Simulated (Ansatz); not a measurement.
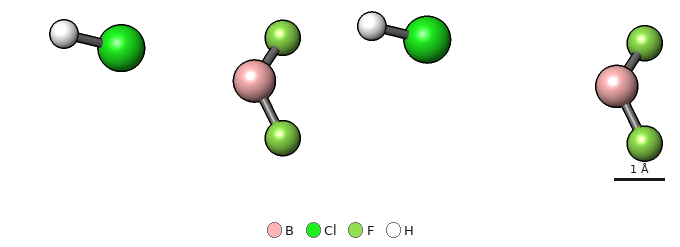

Two geometries of BHClF₂ (multiplicity 2), drawn at one scale. One is the start of a relaxation, the other its converged end. The picture is a ball-and-stick view, seen at a tilt.

Level of theory: Ansatz 0.2.0, UHF/def2-SVP. (collinear spin; force threshold 0.03 eV/Å; at most 50 steps)

Question: Which geometry has the lower energy?

Answer: The right one is the relaxed one. The run prepares an end point of a later path (reaction) calculation, from a guessed geometry. Over 7 geometry steps the energy falls by 0.161 eV. The largest force component goes from 1.8 to 0.0079 eV/Å. The Cl atom moves most after the best rigid fit: 0.79 Å. Largest moves by element: Cl 0.79 Å, H 0.74 Å, B 0.51 Å, F 0.51 Å. Near-neighbour distances that change, for instance: Cl–H 1.321 → 1.272 Å. The run took 7.8 s on 1 thread of Arm Neoverse V1, on a shared host, peak memory 0.12 GiB.

Limits of the set-up: the start holds two separate molecules, 3.1 Å apart at their closest, whose relative position is a soft coordinate and is computed without a dispersion correction; Hartree-Fock leaves out electron correlation.
